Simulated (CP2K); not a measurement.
Consider Ta4NiO11.

Input file:

```
&GLOBAL
  PROJECT ta4nio11_scf
  RUN_TYPE ENERGY_FORCE
  PRINT_LEVEL LOW
&END GLOBAL
&FORCE_EVAL
  METHOD QS
  STRESS_TENSOR ANALYTICAL
  &DFT
    BASIS_SET_FILE_NAME BASIS_MOLOPT
    BASIS_SET_FILE_NAME BASIS_MOLOPT_UZH
    POTENTIAL_FILE_NAME GTH_POTENTIALS
    UKS T
    MULTIPLICITY 3
    &MGRID
      CUTOFF 600
      REL_CUTOFF 60
      NGRIDS 4
    &END MGRID
    &QS
      METHOD GPW
      EPS_DEFAULT 1.0E-10
    &END QS
    &KPOINTS
      SCHEME MONKHORST-PACK 7 7 7
      GAMMA_CENTERED T
      SYMMETRY T
      SYMMETRY_BACKEND SPGLIB
    &END KPOINTS
    &SCF
      SCF_GUESS ATOMIC
      EPS_SCF 1.0E-6
      MAX_SCF 150
      ADDED_MOS 53 55
      CHOLESKY OFF
      EPS_EIGVAL 1.0E-7
      &DIAGONALIZATION ON
        ALGORITHM STANDARD
      &END DIAGONALIZATION
      &MIXING ON
        METHOD PULAY_MIXING
        ALPHA 0.4
        BETA 1.5
        NBUFFER 6
      &END MIXING
      &SMEAR ON
        METHOD FERMI_DIRAC
        ELECTRONIC_TEMPERATURE 580.23
      &END SMEAR
    &END SCF
    &XC
      &XC_FUNCTIONAL PBE
      &END XC_FUNCTIONAL
    &END XC
    &PRINT
      &KPOINTS ON
      &END KPOINTS
      &MULLIKEN ON
      &END MULLIKEN
      &MO ON
        ENERGIES T
        OCCUPATION_NUMBERS T
        &EACH
          QS_SCF 0
        &END EACH
        ADD_LAST NUMERIC
      &END MO
      &LOWDIN ON
      &END LOWDIN
      &HIRSHFELD ON
        SHAPE_FUNCTION DENSITY
      &END HIRSHFELD
      &E_DENSITY_CUBE ON
        STRIDE 2
      &END E_DENSITY_CUBE
      &V_HARTREE_CUBE ON
        STRIDE 2
      &END V_HARTREE_CUBE
      &ELF_CUBE ON
        STRIDE 2
      &END ELF_CUBE
    &END PRINT
  &END DFT
  &SUBSYS
    &CELL
      A 14.9580320021 0.0000000000 0.0000000000
      B -14.4470250057 3.8763629680 0.0000000000
      C 0.0000000000 0.0000000000 3.8859000000
      PERIODIC XYZ
    &END CELL
    &COORD
      SCALED
      Ta  0.2043700000 0.7956300000 0.0000000000
      Ta  0.9245100000 0.0754900000 0.0000000000
      Ta  0.0754900000 0.9245100000 0.0000000000
      Ta  0.7956300000 0.2043700000 0.0000000000
      Ni  0.5000000000 0.5000000000 0.0000000000
      O   0.1398700000 0.8601300000 0.0000000000
      O   0.7210700000 0.2789300000 0.0000000000
      O   0.4364500000 0.5635500000 0.0000000000
      O   0.5635500000 0.4364500000 0.0000000000
      O   0.0000000000 0.0000000000 0.0000000000
      O   0.8601300000 0.1398700000 0.0000000000
      O   0.2789300000 0.7210700000 0.0000000000
      O   0.9279000000 0.0721000000 0.5000000000
      O   0.0721000000 0.9279000000 0.5000000000
      O   0.7943600000 0.2056400000 0.5000000000
      O   0.2056400000 0.7943600000 0.5000000000
    &END COORD
    &KIND Ta
      BASIS_SET DZVP-MOLOPT-SR-GTH-q13
      POTENTIAL GTH-PBE-q13
    &END KIND
    &KIND Ni
      BASIS_SET DZVP-MOLOPT-SR-GTH-q18
      POTENTIAL GTH-PBE-q18
      MAGNETIZATION 1.0
    &END KIND
    &KIND O
      BASIS_SET DZVP-MOLOPT-PBE-GTH-q6
      POTENTIAL GTH-PBE-q6
      POTENTIAL_FILE_NAME POTENTIAL_UZH
    &END KIND
    &PRINT
      &ATOMIC_COORDINATES ON
      &END ATOMIC_COORDINATES
      &CELL ON
      &END CELL
    &END PRINT
  &END SUBSYS
  &PRINT
    &FORCES ON
    &END FORCES
    &STRESS_TENSOR ON
    &END STRESS_TENSOR
  &END PRINT
&END FORCE_EVAL
```

Run with:

```sh
OMP_NUM_THREADS=1 mpirun -n 6 cp2k.psmp -i ta4nio11_scf.inp -o ta4nio11_scf.out
```

Below, planes, directions and counts refer to the conventional cell (a = 3.91 Å, b = 29.66 Å, c = 3.89 Å, α = 90.00°, β = 90.00°, γ = 90.00°).

Space group Cmmm; a generated structure, not necessarily the stable one; not relaxed (largest force 0.4 eV/Å); computed pressure about −3 GPa in this cell; spin-polarised.

These are results of Kohn-Sham DFT of a periodic cell, PBE, GTH-PBE with UZH-DZVP basis (short-range sets on d metals) in CP2K, not measurements.

What will maps of the electron localisation function of the up spins and spin density show?

Answer. Ni–O (1.88 Å): the ELF peaks at about 0.65 in the valence shell of O, 0.5 Å from its nucleus, and is about 0.10 at the midpoint.
Ta–O (1.91 Å): the ELF is about 0.15 at the midpoint.
Ta–O (2.21 Å): the ELF is about 0.05 at the midpoint.
The spin density sits on Ni: +0.7 μB (×2) in one cell of 32 atoms, with smaller moments on other sites: O (up to +0.09 μB): parallel main moments (a ferromagnetic arrangement) in this solution. The cell of the calculation (16 atoms) carries 0.9 μB of net spin moment.

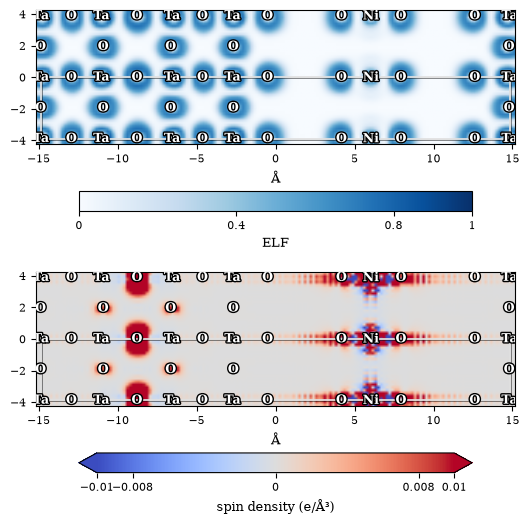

Computed electron localisation function of the up spins and spin density on the (100) plane of the conventional cell, in this order. 

Core electrons are replaced by pseudopotentials, and the valence fields are smoothed inside the atomic spheres.
